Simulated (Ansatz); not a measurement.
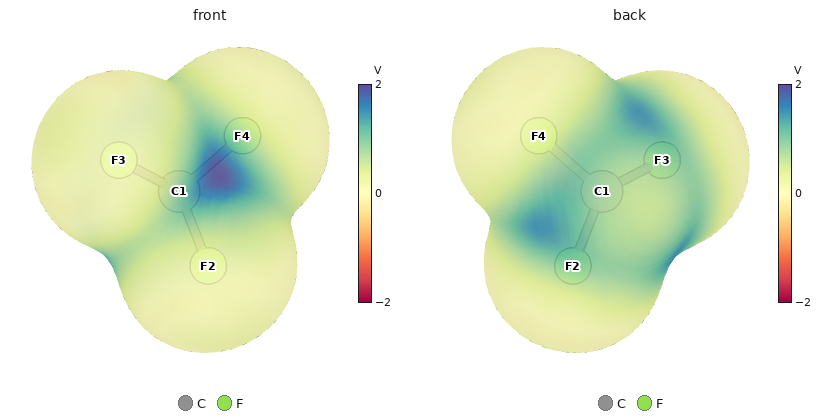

The picture shows: CF3 (doublet). The electrostatic potential painted on the density surface at 0.004 e/bohr³, seen from the front and from behind; the colour scale runs from red (negative) to blue (positive).

Geometry: r2SCAN-D4/def2-SVP.

The calculation used isolated molecule in a Gaussian basis; Kohn-Sham density functional theory, functional PBE0 in Ansatz 0.2.0.

**Which sites attract a positive test charge, and which a negative one?**

A positive charge is drawn to the negative regions and a negative charge to the positive ones. The most negative region (about −0.1 V) lies over F2, F3 and F4, the most positive (about +1.9 V, or +44 kcal/mol for a unit charge) over C1.

**What dipole moment does the calculation give?**

Its dipole moment is 0.30 D.
